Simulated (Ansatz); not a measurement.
# CH4F2Ge: the cost of one run

All numbers below are computed with Ansatz 0.2.0 (RKS B3LYP/def2-SVP).

### 1 Starting point

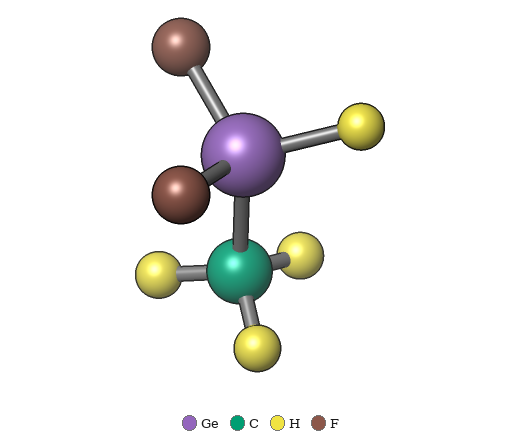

The starting structure, seen from a free direction (germanium purple, carbon teal, hydrogen yellow, fluorine brown).

Structure file:

```xyz
8

Ge    0.0000    0.0000    0.0000
C     0.0000    0.0000    1.9600
H    -0.9996   -0.3092    2.3305
H     0.7676   -0.7111    2.3305
H     0.2320    1.0203    2.3305
H     1.4616    0.0000   -0.5162
F    -0.7913    1.3709   -0.5594
F    -0.7913   -1.3709   -0.5594
```

### 2 Preparing the start

input.yaml

```yaml
crystal:
  periodic: [false, false, false]
  atoms:
    - { symbol: Ge, position_ang: [0.0, 0.0, 0.0] }
    - { symbol: C, position_ang: [0.0, 0.0, 1.96] }
    - { symbol: H, position_ang: [-0.9996, -0.3092, 2.3305] }
    - { symbol: H, position_ang: [0.7676, -0.7111, 2.3305] }
    - { symbol: H, position_ang: [0.232, 1.0203, 2.3305] }
    - { symbol: H, position_ang: [1.4616, 0.0, -0.5162] }
    - { symbol: F, position_ang: [-0.7913, 1.3709, -0.5594] }
    - { symbol: F, position_ang: [-0.7913, -1.3709, -0.5594] }
basis:
  gaussian: { orbitals: def2-SVP }
hamiltonian:
  xc: b3lyp
relax:
  f_tol: 0.02
  max_steps: 40
```

On the command line:

```console
> ansatz run input.yaml --threads 1 --pin off --max-ram 2048MiB --backend cpu --events-out ev --progress --plain --runs-dir out
```

What time and memory should one allow on 1 thread of Intel Xeon 6975P-C (Granite Rapids), shared host?

About 39 s, with a peak of 0.21 GiB.
